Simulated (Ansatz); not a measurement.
# C₃H₄F₄O: basis-set convergence

Aim: see how fast density functionals converge with the basis set for C₃H₄F₄O.

Computed with Ansatz 0.2.0, Gaussian basis. Level: one geometry, several basis sets.

The runs, in order: PBE0-D4/def2-SVP; ωB97M-V/def2-SVP; PBE0-D4/def2-QZVPP; ωB97M-V/def2-QZVPP; the functionals' def2-TZVPP values are taken from earlier runs.

### Step 1. Structure used throughout

The geometry comes from an earlier relaxation with PBE0-D4 in a triple-zeta def2 set; it is a stationary point, not always the lowest conformer.

SMILES `FCC(F)OC(F)F`, 12 atoms, charge 0, spin multiplicity 1.

Atoms are counted from 1 here; the program's logs count them from 0.

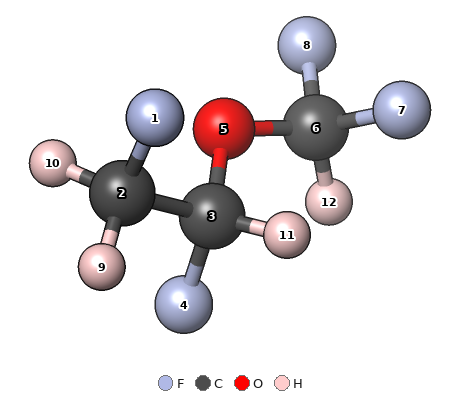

The structure; fluorine light blue, carbon dark grey, oxygen red, hydrogen pink; atoms are numbered from 1 in the order of the file.

### Step 2. PBE0-D4 in def2-SVP

in.yaml reads:

```yaml
crystal:
  periodic: [false, false, false]
  atoms:
    - {symbol: F, position_ang: [-1.949308, -1.141727, 0.879040]}
    - {symbol: C, position_ang: [-0.634990, -1.101206, 1.266284]}
    - {symbol: C, position_ang: [0.051884, 0.059412, 0.589646]}
    - {symbol: F, position_ang: [1.290996, 0.212347, 1.171317]}
    - {symbol: O, position_ang: [0.205677, -0.239435, -0.752441]}
    - {symbol: C, position_ang: [0.560398, 0.812445, -1.555815]}
    - {symbol: F, position_ang: [-0.467412, 1.682272, -1.670941]}
    - {symbol: F, position_ang: [0.809610, 0.304446, -2.760612]}
    - {symbol: H, position_ang: [-0.583711, -0.964190, 2.348929]}
    - {symbol: H, position_ang: [-0.143814, -2.034839, 0.980219]}
    - {symbol: H, position_ang: [-0.497750, 0.995936, 0.729378]}
    - {symbol: H, position_ang: [1.435223, 1.359338, -1.190903]}
basis:
  gaussian: {orbitals: def2-SVP}
hamiltonian: {xc: pbe0, dispersion: d4}
output: {orbitals: {seedname: orbitals}}
```

On the command line:

```bash
$ ansatz run in.yaml --threads 4 --pin off --events-out ev --progress --plain --max-ram 11315MiB
```

The runs that follow: ωB97M-V in def2-SVP; PBE0-D4 in def2-QZVPP; ωB97M-V in def2-QZVPP.

Q: Predict the results of all the runs planned. Wanted: PBE0-D4: double and triple zeta above quadruple; ωB97M-V: double and triple zeta above quadruple.

The runs gave:

| quantity | value |
| --- | --- |
| PBE0-D4: double and triple zeta above quadruple | 20.09, 0.83 eV |
| ωB97M-V: double and triple zeta above quadruple | 20.51, 0.79 eV |

**Reading.** For PBE0-D4 the step from double to triple zeta gains 19.26 eV and the next only 0.83 eV. These are total energies; as a rule much of such shifts cancels in differences, which this series doesn't test. The LUMO of ωB97M-V is positive and keeps falling with the basis (3.69 to 2.05 eV): an unbound level that the basis holds in place.
